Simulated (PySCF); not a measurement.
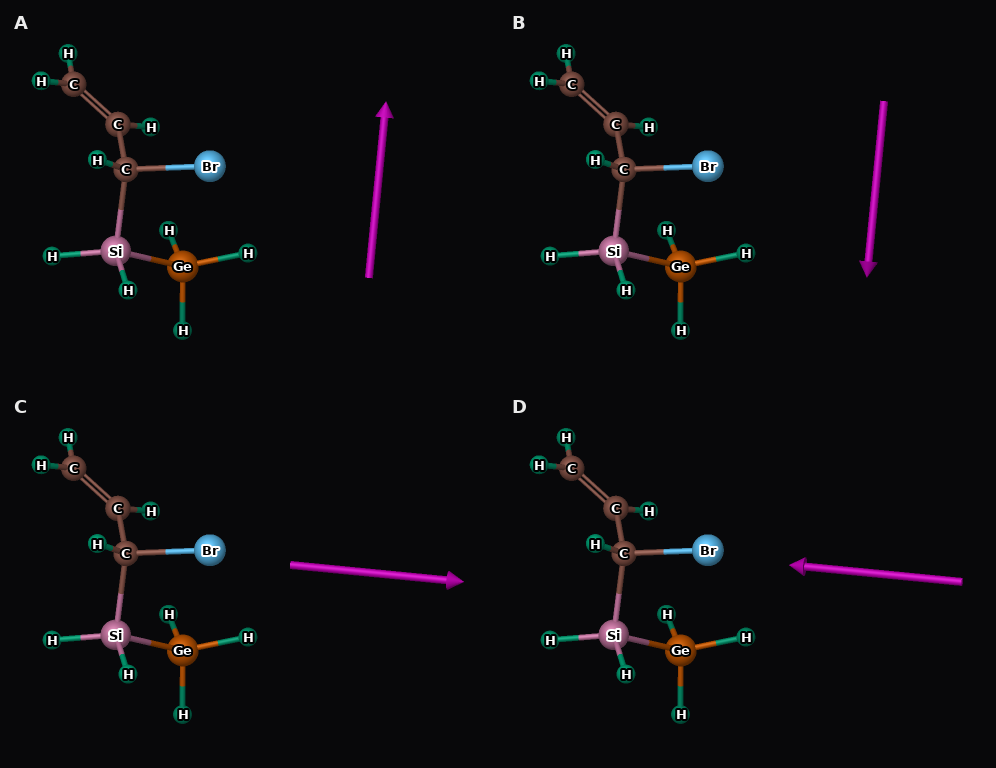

The same molecule four times, each with an arrow. The computed structure is the end point of a GFN2-xTB optimisation. No frequency run is at hand to confirm it as a minimum. Properties computed with B3LYP/def2-SVPD, gas phase (PySCF 2.14.0).

**Which arrow points along the dipole moment, from the negative to the positive end?**

D. The dipole moment is 1.78 D.

The geometry is semi-empirical. Around Br, Ge, Si such bond lengths and angles can be off by a tenth of an ångström or more and by several degrees, and values that hang on the shape move with them.
